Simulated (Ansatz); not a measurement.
One stationary structure of AlN. These are r2SCAN (plane waves to 500 eV, PAW, scalar-relativistic; Ansatz, a program for electronic structure) values and carry that method's errors.

P6₃mc (No. 186), hP4, wurtzite type; a = 3.107 Å, b = 3.107 Å, c = 4.978 Å, α = 90.00°, β = 90.00°, γ = 120.00°.

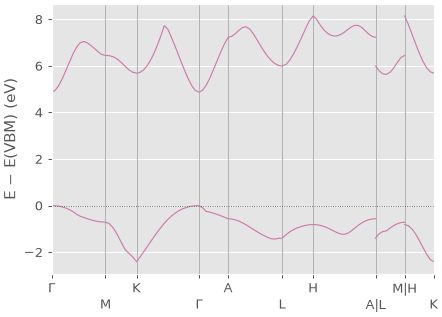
Fig. 1. Highest filled and lowest empty band along the path of this cell's Brillouin zone

### Question
Read off the gap and say whether it is direct.

### Answer
4.87 eV, direct at Γ (no spin-orbit coupling).

### Question
How far does the top valence band disperse along this path?

### Answer
About 2.4 eV.

No spin polarisation in the result.

Measured for AlN: a 3.1113 Å (0 K or low temperature; as listed in arXiv:1206.3780); c 4.9793 Å (0 K or low temperature; as listed in arXiv:1206.3780); gap 6.51 eV (static lattice; corrected from measurement; as listed in Martin Feneberg et al., Physical Review B (2010)). Computed minus measured — a: r2SCAN -0.2 %; c: r2SCAN 0.0 %; gap: r2SCAN -1.64 eV. The computed values are for a static lattice, and a measured gap can be an optical one, lowered by exciton binding.

The run could not lose the symmetry of its start.
